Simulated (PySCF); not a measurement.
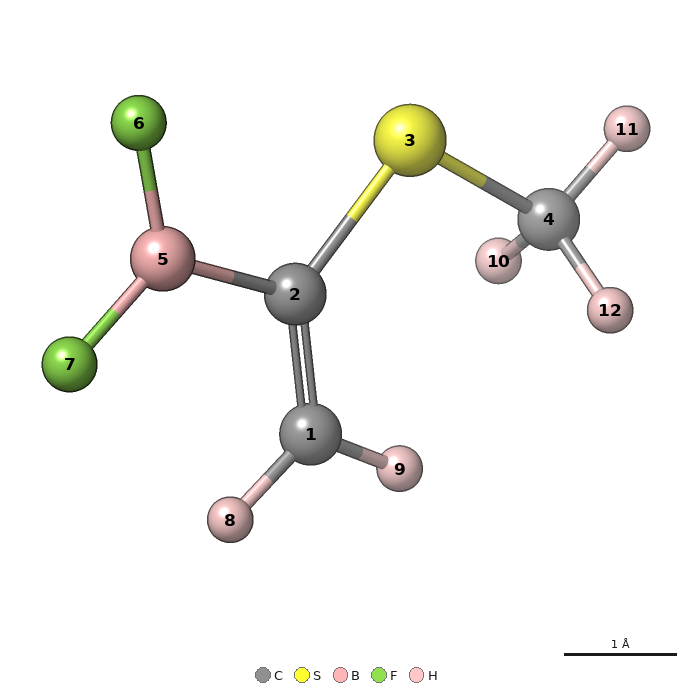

Orthographic view. Atoms fade into the background with distance from the viewer. Computed geometry: PBE0-D3(BJ)/def2-SVP optimisation. No frequency run is at hand to confirm it as a minimum.

Write a MOL file (V2000) with the atoms in numerical order, bonds sorted by atom number with the orders drawn, and coordinates in the frame of the picture: x right, y up, z towards the viewer, origin at the mean position.

```
C3H5BF2S
                    3D

 12 11  0  0  0  0  0  0  0  0999 V2000
   -0.4300   -1.2600   -0.0700 C   0  0  0  0  0  0  0  0  0  0  0  0
   -0.5700   -0.0100    0.4000 C   0  0  0  0  0  0  0  0  0  0  0  0
    0.4600    1.3700    0.0600 S   0  0  0  0  0  0  0  0  0  0  0  0
    1.7000    0.6600   -1.0300 C   0  0  0  0  0  0  0  0  0  0  0  0
   -1.7500    0.3100    1.3600 B   0  0  0  0  0  0  0  0  0  0  0  0
   -1.9700    1.5300    1.8200 F   0  0  0  0  0  0  0  0  0  0  0  0
   -2.5900   -0.6300    1.7500 F   0  0  0  0  0  0  0  0  0  0  0  0
   -1.1500   -2.0200    0.2300 H   0  0  0  0  0  0  0  0  0  0  0  0
    0.3700   -1.5700   -0.7500 H   0  0  0  0  0  0  0  0  0  0  0  0
    1.2500    0.2900   -1.9600 H   0  0  0  0  0  0  0  0  0  0  0  0
    2.4000    1.4700   -1.2700 H   0  0  0  0  0  0  0  0  0  0  0  0
    2.2500   -0.1500   -0.5300 H   0  0  0  0  0  0  0  0  0  0  0  0
  1  2  2  0
  1  8  1  0
  1  9  1  0
  2  3  1  0
  2  5  1  0
  3  4  1  0
  4 10  1  0
  4 11  1  0
  4 12  1  0
  5  6  1  0
  5  7  1  0
M  END
```
